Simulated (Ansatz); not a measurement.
A series of calculations on GeH3O2ClF2

**1. Relaxation**

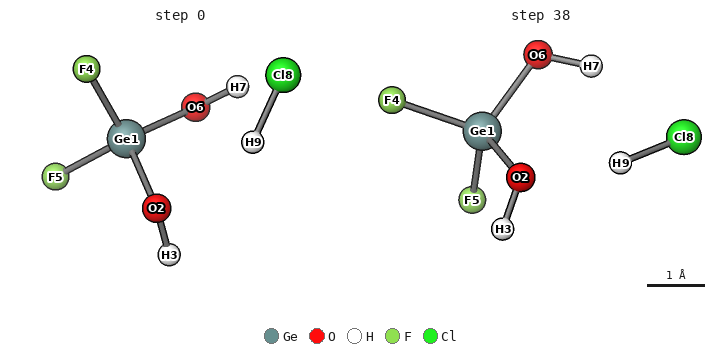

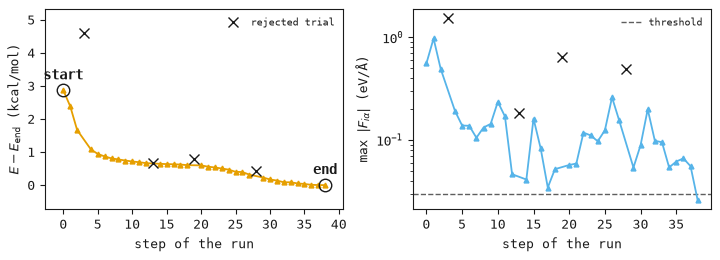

First and last geometry of a relaxation of GeH$_{3}$O$_{2}$ClF$_{2}$, with the history of the run. A ball-and-stick model, seen from a free direction.

The run prepares an end point of a later path (reaction) calculation, from a guessed geometry.

All numbers below come from Ansatz, RKS BLYP-D4/def2-SVP. Set-up: no spin polarisation; force threshold 0.03 eV/Å; at most 50 steps.

> What do the curves and the structures tell?

It converged. The largest move after the best rigid fit is that of Cl8, 1.55 Å. By element the largest moves are Cl 1.55 Å, F 1.29 Å, O 1.20 Å, H 1.08 Å, Ge 0.15 Å. Near-neighbour distances that change, for instance: Ge1–Cl8 3.427 → 3.690 Å, Ge1–O2 1.782 → 1.804 Å, Ge1–O6 1.767 → 1.754 Å, Cl8–H9 1.341 → 1.332 Å. Bond angles that change, for instance: F5–Ge1–O6 105.7° → 114.9°, F4–Ge1–O6 114.8° → 109.1°, O2–Ge1–F4 105.0° → 110.3°. Groups turn about Ge1–O6 by about 90°, Ge1–O2 by about 90°. Over 34 accepted moves (38 points after the start) the energy falls by 2.86 kcal/mol. Largest force component: 0.56 eV/Å at the start, 0.026 eV/Å at the end. The line search rejected the trial steps at points 3, 13, 19, 28 of the run.

```
step  E − E(0), kcal/mol  largest force component, eV/Å      note
   0                0.00                         0.5596          
   1               -0.48                         0.9774          
   2               -1.20                         0.4931          
   3                1.73                         1.5517  rejected
   4               -1.78                         0.1922          
   5               -1.92                         0.1386          
   6               -2.00                         0.1377          
   7               -2.05                         0.1053          
   8               -2.09                         0.1325          
   9               -2.12                         0.1438          
  10               -2.15                         0.2358          
  11               -2.17                         0.1699          
  13               -2.19                         0.1843  rejected
  14               -2.22                         0.0413          
  16               -2.23                         0.0831          
  17               -2.24                         0.0345          
  19               -2.08                         0.6497  rejected
  20               -2.27                         0.0571          
  22               -2.33                         0.1182          
  23               -2.36                         0.1110          
  25               -2.46                         0.1245          
  26               -2.47                         0.2608          
  28               -2.45                         0.4954  rejected
  29               -2.63                         0.0540          
  31               -2.72                         0.1995          
  32               -2.78                         0.0984          
  34               -2.81                         0.0541          
  35               -2.83                         0.0618          
  37               -2.86                         0.0556          
  38               -2.86                         0.0258
```

Limits of the set-up: the start holds two separate molecules, 2.2 Å apart at their closest, whose relative position is a soft coordinate.

**2. Relaxation**

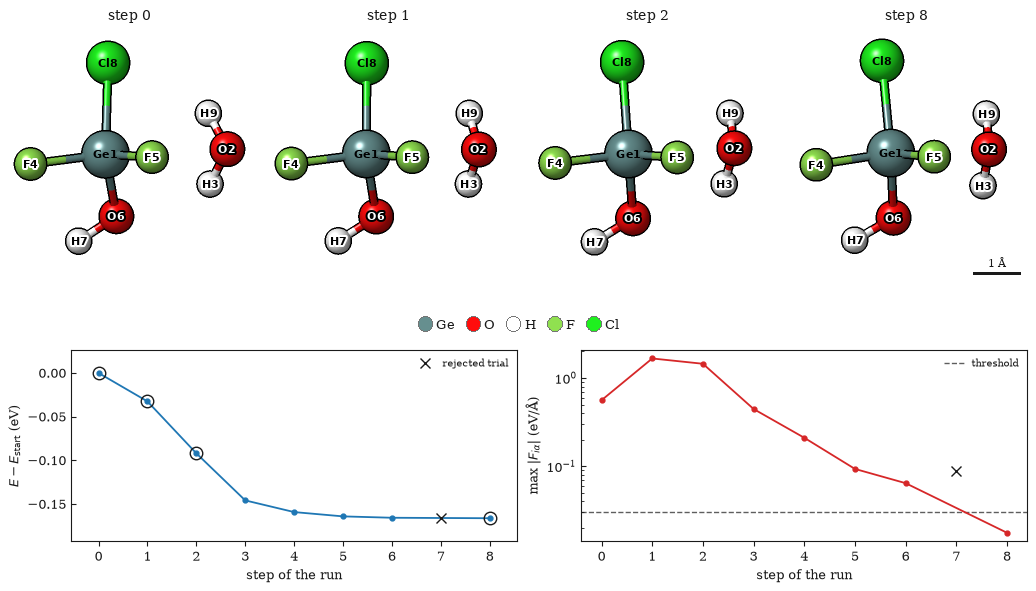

Frames of a relaxation of GeH3O2ClF2, marked on the history of the run. A ball-and-stick model, seen at a tilt.

The run prepares an end point of a later path (reaction) calculation, from a guessed geometry.

Computed with Ansatz, RKS BLYP-D4/def2-SVP. (no spin polarisation; force threshold 0.03 eV/Å; at most 50 steps)

Describe the path.

Answer. The largest move after the best rigid fit is that of O2, 0.39 Å. Largest moves by element: O 0.39 Å, Ge 0.22 Å, F 0.20 Å, H 0.15 Å, Cl 0.08 Å. Among the contacts that change: Ge1–O2 2.959 → 2.357 Å, Ge1–Cl8 2.203 → 2.185 Å, Ge1–F4 1.750 → 1.765 Å, Ge1–O6 1.784 → 1.798 Å. Bond angles that change, for instance: F4–Ge1–O6 104.9° → 98.7°, F4–Ge1–Cl8 106.4° → 101.4°, O6–Ge1–Cl8 113.5° → 118.6°. After 7 accepted moves (8 points after the start) the energy has fallen by 0.166 eV. Largest force component: 0.56 eV/Å at the start, 0.018 eV/Å at the end. The line search rejected the trial step at point 7 of the run. From step 0 to 1: O2 moves most (0.20 Å), energy −0.033 eV. From step 1 to 2: F5 moves most (0.18 Å), energy −0.059 eV. From step 2 to 8: O2 moves most (0.10 Å), energy −0.074 eV.

| step | E − E(0), eV | largest force component, eV/Å | note |
| --- | --- | --- | --- |
| 0 | 0.0000 | 0.5608 |  |
| 1 | -0.0325 | 1.6671 |  |
| 2 | -0.0920 | 1.4516 |  |
| 3 | -0.1458 | 0.4459 |  |
| 4 | -0.1592 | 0.2105 |  |
| 5 | -0.1641 | 0.0933 |  |
| 6 | -0.1657 | 0.0644 |  |
| 7 | -0.1656 | 0.0885 | rejected |
| 8 | -0.1662 | 0.0176 |  |

Limits of the set-up: the start holds two separate molecules, 2.3 Å apart at their closest, whose relative position is a soft coordinate.

**3. Path**

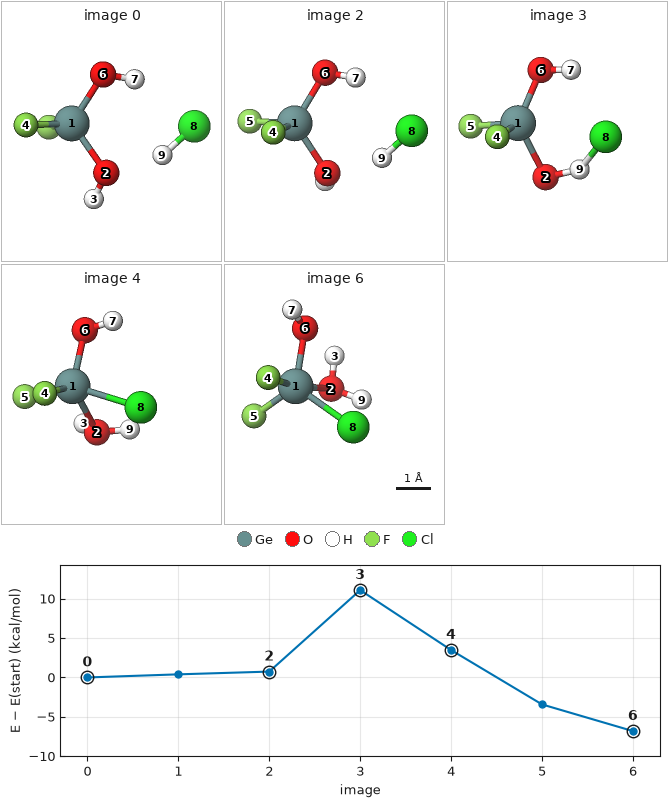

A search for the minimum-energy path of GeH$_{3}$O$_{2}$ClF$_{2}$ by the nudged elastic band. Images are numbered from 0 (start) to 6 (end). Style: ball-and-stick. Shown face on.

All numbers below come from Ansatz, RKS BLYP-D4/def2-SVP. Settings: 5 movable images; climbing image; force threshold 0.05 eV/Å; iteration limit 60; starting path through a guess of the saddle point.

Describe the mechanism and the energy profile.

Answer. The highest point, image 3, lies 11.1 kcal/mol above the start and 17.9 kcal/mol above the end; the end is at −6.8 kcal/mol relative to the start. Breaking: Cl8–H9 (1.33 → 1.67 at the top → 2.66 Å). Forming: Ge1–Cl8 (3.69 → 2.79 at the top → 2.19 Å), O2–H9 (1.80 → 1.15 at the top → 0.98 Å). The band converged in 20 iterations. The largest component of the band force went from 140 to 0.037 eV/Å. The climbing image converged on the top of the path. Its vibrational analysis gives one imaginary mode (334i cm⁻¹), as a transition state must have.

The run took 2.6 min on 4 threads of Arm Neoverse V1, with other jobs on the host, peak memory 0.19 GiB.
